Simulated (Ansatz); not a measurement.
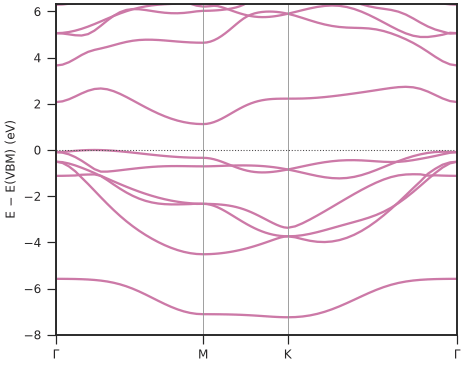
Figure. Band structure from the program Ansatz at the r²SCAN+D4 level (PAW)

Q: Read off the gap and where the band edges lie.

A: About 1.1 eV (1.12 eV by a search for the band edges); maximum on the Γ–M line, 26 % of the way from Γ, minimum at M.

The material is monolayer SnSe₂ (1T, P-3m1 in the vacuum cell, 3 atoms).

A layer that has been made, often on a substrate. Symmetry was held in the r²SCAN+D4 relaxation; whether a distortion lowers the energy is not shown. Spin–orbit coupling is left out wherever it is not named.

Potentials: the later of the program's two PAW sets.
